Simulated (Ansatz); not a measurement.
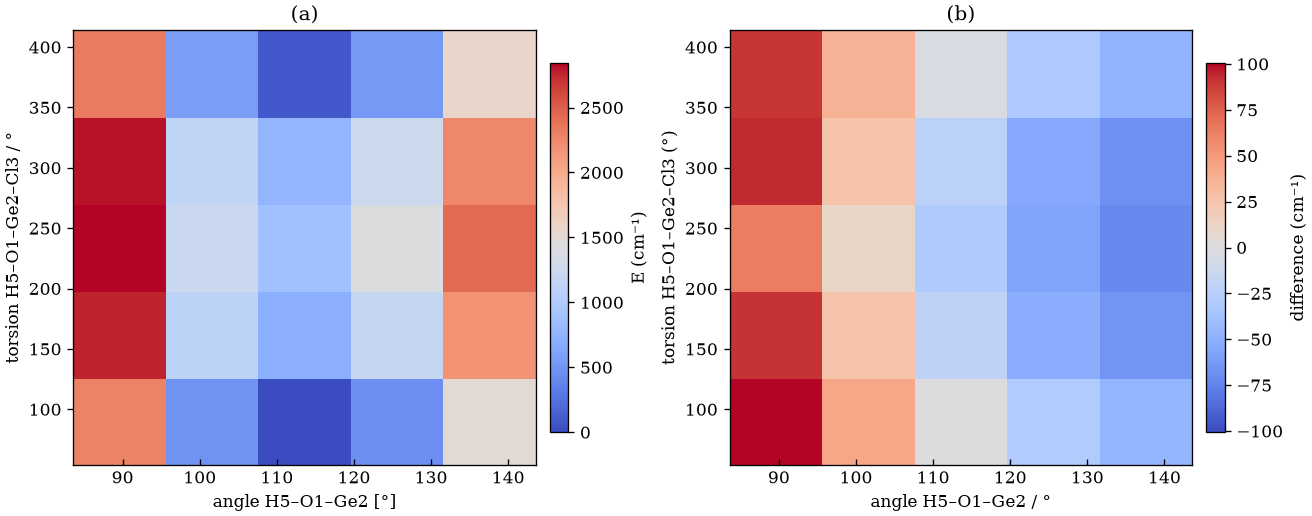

Cl2GeH2O, SMILES [OH][GeH]([Cl])[Cl]. Two internal coordinates are moved rigidly from the geometry relaxed at PBE0-D4/def2-TZVP, all others fixed. The first coordinate is: angle H5–O1–Ge2; the second: torsion H5–O1–Ge2–Cl3. The grid has 5 × 5 points. Points are written as (first, second). Energies: cm⁻¹, counted from each map's own lowest point. These are results of Ansatz, RKS r2SCAN-D4/def2-TZVPP, not measurements.

Panel (a): RKS r2SCAN-D4/def2-TZVPP in Ansatz. Panel (b): the map at Ansatz, RKS PBE0-D4/def2-TZVPP less the map of (a), each from its own lowest point.

How does the change of method alter the landscape?

Answer. The difference runs from −72 cm⁻¹ at (137.6°, 234°) to 101 cm⁻¹ at (89.6°, 90°).
